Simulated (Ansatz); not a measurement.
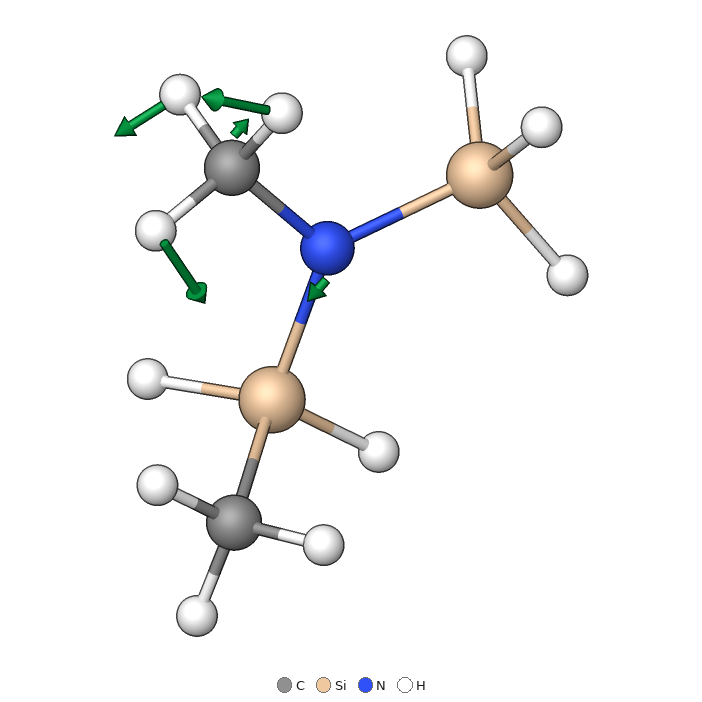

The arrows show one normal mode. Harmonic vibrations computed with RKS PBE0-D4/def2-TZVP (Ansatz 0.2.0) at a stationary point of the same level.

Estimate its harmonic wavenumber.

1220 cm⁻¹; it is mode 25 of 42 counted from the lowest.
